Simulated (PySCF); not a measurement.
# C3H6, SMILES `C1CC1`: electronic structure

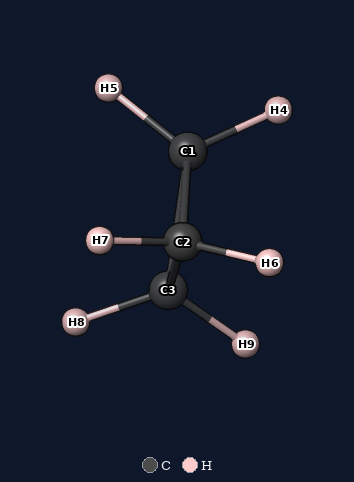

The molecule, with its atoms numbered as below. No frequency check shows the geometry to be a minimum.

Geometry (Å), atoms numbered from 1:

```
C1      -0.6445   -0.5755    0.0000
C2      -0.1761    0.8459   -0.0001
C3       0.8206   -0.2705    0.0001
H4      -1.0859   -0.9690   -0.9031
H5      -1.0859   -0.9692    0.9028
H6      -0.2963    1.4250   -0.9029
H7      -0.2969    1.4247    0.9030
H8       1.3824   -0.4554    0.9029
H9       1.3822   -0.4558   -0.9030
```

### 1. Bonding charge

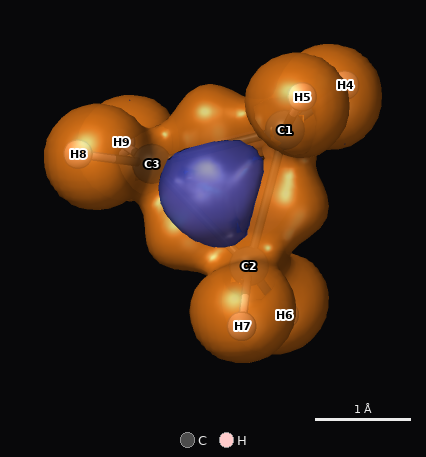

Deformation density (molecule less spherical, spin-averaged free atoms at the same positions), surfaces at ±0.1 e/Å³; orange: gain, blue: loss.

Computed with PySCF, B3LYP/def2-SVPD, geometry: GFN2-xTB.

Describe the bonding that the map shows.

Answer. C1–H5, C2–H6, C3–H8, C1–H4 and 2 more like them: +0.70 e/Å³ at the bond critical point (bond length 1.08 Å). C1–C2, C2–C3 and C1–C3: +0.33 e/Å³ at the bond critical point (bond length 1.50 Å). In all, 1.8 electrons gather in the regions of gain relative to the promolecule.

Where do the Hirshfeld charges lie?

Answer. The highest Hirshfeld charge is on H4, H5, H6, H7, H8 and H9 (+0.04 e), the lowest on C1, C2 and C3 (−0.08 e).

| atom | charge (e) |
| --- | --- |
| C1 | −0.08 |
| C2 | −0.08 |
| C3 | −0.08 |
| H4 | +0.04 |
| H5 | +0.04 |
| H6 | +0.04 |
| H7 | +0.04 |
| H8 | +0.04 |
| H9 | +0.04 |

### 2. Electrostatic potential

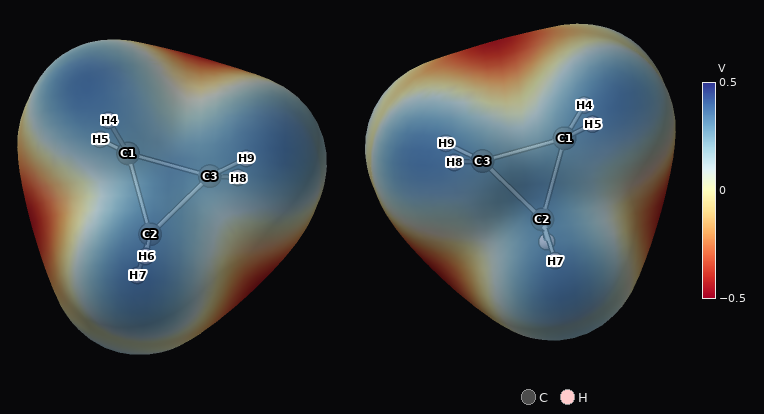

Electrostatic potential on the surface of electron density 0.001 a.u. (back view left, front view right).

Where are the extremes of the potential on the surface?

Answer. Highest: 0.40 V, 1.4 Å from H9, and at like points elsewhere. Lowest: −0.45 V, off the C1–C3 bond (2.1 Å from its atoms), and at like points elsewhere. The surface is sampled at points, so like sites can differ by a few per cent and only the strongest of them is named.

What volume does the surface enclose, and what is the dipole moment?

Answer. About 76 Å³; the dipole moment is 0.0 D.

### 3. Localised orbitals

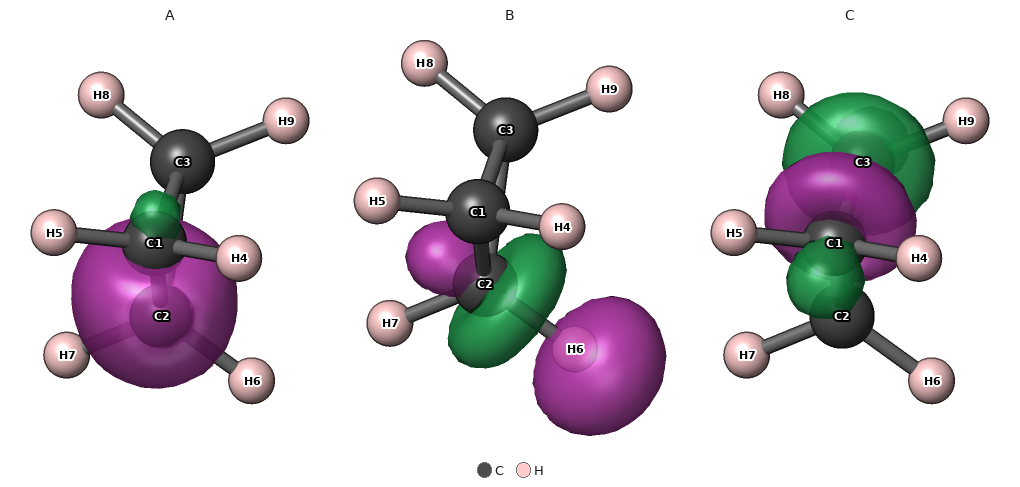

Intrinsic bond orbitals (IBO), occupied and valence-virtual; each surface holds about 70 % of the orbital's density. Energies are diagonal elements of the Fock matrix.

Level of theory: LDA (SVWN)/def2-TZVP (PySCF), at a geometry from GFN2-xTB.

Name the orbitals, with their atomic make-up and energies.

Answer. By panel:
- A: σ bond C2–C1 (C2 50 %, C1 50 %; −11.8 eV)
- B: σ* orbital H6–C2 (H6 58 %, C2 41 %; 8.8 eV)
- C: σ* orbital C3–C1 (C3 50 %, C1 50 %; 7.6 eV)

Which has the smallest and which the largest spatial spread?

Answer. Smallest: A (0.93 Å); largest: C (1.08 Å).

### 4. Magnetic shielding

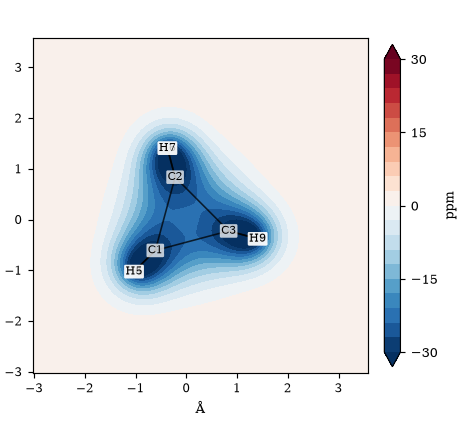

NICSzz (the component normal to the ring) 1.0 Å above the plane of the 3-membered ring C1/C2/C3; GIAO shieldings; atoms are projected onto the map; negative values mean shielding.

Is the ring aromatic by this magnetic criterion?

Answer. It is shielded above its centre; its σ bonds alone give such values, so they don't measure π aromaticity: NICS(0) = −43.9, NICS(1) = −8.0, NICS(1)zz = −23.3 ppm.

What absolute proton shieldings does the same calculation give?

Answer. 31.7 ppm for all of them.
